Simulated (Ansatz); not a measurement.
GaAs: x(N) = 0.75, 8 atoms, P-43m

The reference is GaAs in the zinc blende structure (space group F-43m, No. 216; a = 5.667 Å).

The other end (x = 1) is GaN in the zinc blende structure (space group F-43m, No. 216): 11.37 Å³/atom, gap 2.17 eV; this end may not be an ambient phase.

The change: N replaces 75.0 % of the As, ordered in a cell of 8 atoms (starting symmetry P-43m) and fully relaxed.

Level of theory: Ansatz (a program for electronic structure) r2SCAN, no spin-orbit coupling. Γ-centred 7×7×7 mesh, Fermi–Dirac width 0.05 eV, for the changed cell.

```tsv
quantity	base	changed	shift
density	5.28 g/cm³	5.94 g/cm³	+0.66 g/cm³
shortest interatomic distance	2.454 Å	2.023 Å	-0.431 Å
band gap	0.96 eV	zero	–
mixing energy (to 0.01 eV only: unlike meshes or grids)	–	+0.31 eV/atom	–
deviation of the volume from the linear (Vegard-type) interpolation	–	-2.8 %	–
mean first-shell distances	–	As–Ga 2.269 Å (end compound 2.454 Å), N–Ga 2.023 Å (end compound 1.948 Å)	–
```

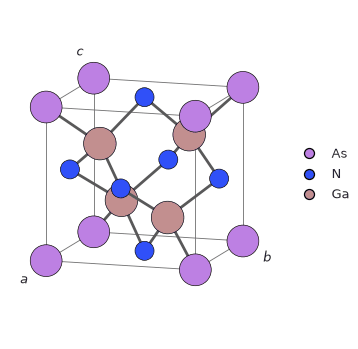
Fig. 1. The relaxed conventional cell after the change

Cost of the whole job for the changed cell (relaxation, final SCF and bands): roughly 110 core-seconds.

These are small ordered cells, not random alloys; other orderings at the same x differ. Whether these cells are dynamically stable was not tested. The final runs are not spin-polarised. This is not the structure that GaN has at room temperature and ambient pressure. The zero or small gap of Ga4AsN3 can change with the level of theory.
